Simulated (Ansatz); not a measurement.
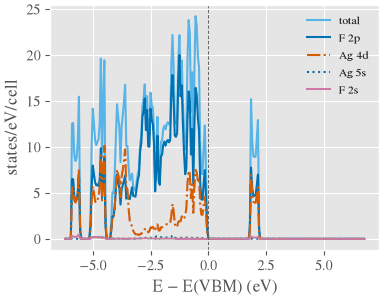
*Total and projected density of states of LiAgF$_{4}$ in space group C2/c (No. 15; Li on 4e, Ag on 4d, F on 8f, F on 8f), r²SCAN in the plane-wave PAW code Ansatz*

Problem. Which orbitals carry the states next to the gap?

Solution. Top 1 eV of the valence band: F 2p 66 %, Ag 4d 33 %. Bottom 1 eV of the conduction band: F 2p 53 %, Ag 4d 45 %. Projections are on Löwdin-orthogonalised atomic valence shells; empty p or d shells of many metals are not among them.

Problem. Where is the tallest occupied peak in this window, and what makes it?

Solution. Near -0.5 eV, about 24 states/eV per cell; the largest projected share is F 2p.

The first step of the workflow began from a Materials Project structure, measured or hypothetical; the Crystallography Open Database copy checked does not list it. Whether it is the stable phase at ambient conditions was not checked. The cell was relaxed with r²SCAN under the symmetry of its start; whether a distortion lowers the energy is not shown. No spin polarisation was allowed. Scalar-relativistic: spin–orbit coupling is off unless named, which matters more the heavier the elements.

Potentials: the later of the program's two PAW sets.
